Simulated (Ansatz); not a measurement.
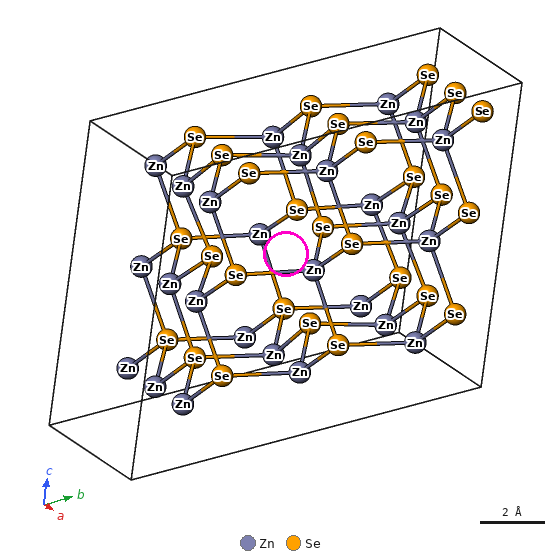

View slightly off an axis, drawn as a ball-and-stick model. The parallelepiped is the supercell. The host is ZnSe, in a cell of 54 sites, and the cell carries a charge of -1. A ring marks the defect's site.

### Name the defect and give its surroundings.

A zinc vacancy. Around the empty site lie four Se at about 2.4 Å.

Method used: DFT PBE, scalar-relativistic, plane waves, PAW (Ansatz). It ran with an energy cutoff of 420 eV, k-grid 2×2×2, Gaussian smearing of 0.01 eV, collinear spins.

### Does the cell have a net magnetic moment?

Yes, 0.2 μB in the cell.

The atoms were relaxed in the host's cell with Ansatz 0.2.0, DFT PBE, scalar-relativistic, plane waves, PAW.
